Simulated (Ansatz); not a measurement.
**H₂S + Si₂H₅ radical: a complex and its separated parts**

The complex below is one end of an elementary step. How strongly is it bound against its free parts?

Program: Ansatz 0.2.0, Gaussian basis. Level of theory: PBE0-D4/def2-TZVP structures, single points in def2-TZVPP, no counterpoise correction. These are calculated values, not measurements.

Levels: SPW92, PBE-D4, BLYP-D4, r2SCAN-D4, B97M-V, PBE0-D4, B3LYP-D4, r2SCAN0-D4, BHLYP-D4, CAM-B3LYP-D4, wB97X-V, wB97M-V, B2PLYP, PBE-QIDH, RPA on PBE, Hartree-Fock, MP2, CCSD, CCSD(T).

Cores are frozen in the correlated methods. Orbitals are unrestricted. B3LYP uses VWN-RPA correlation. B2PLYP carries no dispersion term here.

94 further runs of the same task are left out: 94 set aside as unsound or not needed. Runs told in other sessions of the task aren't counted.

**1. Where the work starts**

The complex: 10 atoms, charge 0, spin multiplicity 2.

Atoms are counted from 1 here; the program's logs count them from 0.

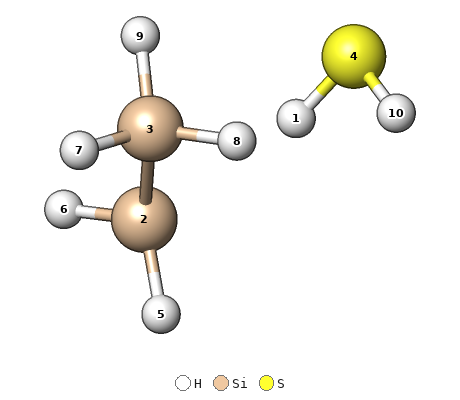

The starting geometry (hydrogen white, silicon light orange, sulfur yellow); atoms are numbered from 1 in the order of the file.

Coordinates:

```tsv
atom	x (Å)	y (Å)	z (Å)
H1	-1.15177	-1.02553	-1.48897
Si2	0.47929	1.25791	-0.81261
Si3	0.81874	0.06370	1.15545
S4	-1.66507	-2.18150	-1.02423
H5	-0.25753	2.54082	-0.64940
H6	1.69912	1.47172	-1.63767
H7	1.69990	0.80947	2.09833
H8	-0.49473	-0.16137	1.81172
H9	1.45252	-1.23911	0.83283
H10	-2.58056	-1.53621	-0.28546
```

Its parts: H₂S holds atoms 1, 4, 10; Si₂H₅ radical holds atoms 2, 3, 5, 6, 7, 8, 9. Each part counts its atoms afresh in its own runs.

**2. Relaxing H₂S alone**

Contents of relax-a/in.yaml:

```yaml
crystal:
  periodic: [false, false, false]
  atoms:
    - {symbol: H, position_ang: [-1.151772, -1.025530, -1.488969]}
    - {symbol: S, position_ang: [-1.665070, -2.181501, -1.024229]}
    - {symbol: H, position_ang: [-2.580560, -1.536207, -0.285461]}
basis:
  gaussian: {orbitals: def2-TZVP}
hamiltonian: {xc: pbe0, dispersion: d4}
relax: {f_tol: 0.005, max_steps: 200}
```

The run is started by

```bash
$ ansatz run in.yaml --threads 4 --pin off --events-out ev --progress --plain --max-ram 9574MiB
```

Further steps of the session: Relaxing Si₂H₅ radical alone; SPW92/def2-TZVPP; PBE-D4/def2-TZVPP; BLYP-D4/def2-TZVPP; r2SCAN-D4/def2-TZVPP; B97M-V/def2-TZVPP; PBE0-D4/def2-TZVPP; B3LYP-D4/def2-TZVPP; r2SCAN0-D4/def2-TZVPP; BHLYP-D4/def2-TZVPP; CAM-B3LYP-D4/def2-TZVPP; wB97X-V/def2-TZVPP; wB97M-V/def2-TZVPP; B2PLYP/def2-TZVPP; PBE-QIDH/def2-TZVPP; RPA on PBE/def2-TZVPP; CCSD(T)/def2-TZVPP; Vibrations of H₂S; Vibrations of Si₂H₅ radical.

Before running it: what results should come out? Wanted: complex less parts, CCSD(T)/def2-TZVPP; with zero-point energy; largest T1 diagnostic.

The runs gave:

| quantity | value |
| --- | --- |
| complex less parts, CCSD(T)/def2-TZVPP | -4.1 kJ/mol |
| with zero-point energy | -1.4 kJ/mol |
| largest T1 diagnostic | 0.015 |

What this shows: At CCSD(T) the complex lies 4.1 kJ/mol below its parts. The functionals run from PBE-QIDH, off by +0.4 kJ/mol, to SPW92, off by -12.8 kJ/mol, against CCSD(T). By rung, the mean size of the error is: LDA 12.8, GGA 6.9, meta-GGA 3.5, hybrid 4.4, range-separated hybrid 2.4, double hybrid 1.6 kJ/mol. The double hybrids carry no dispersion term here, unlike the levels marked D4 or V. PBE-D4 gives a relative energy 7.7 kJ/mol too low, an error of 186 % of the reference. No counterpoise was applied, and triple zeta lacks some correlation, so the CCSD(T) reference has a basis error of its own, and close matches with it are partly luck.
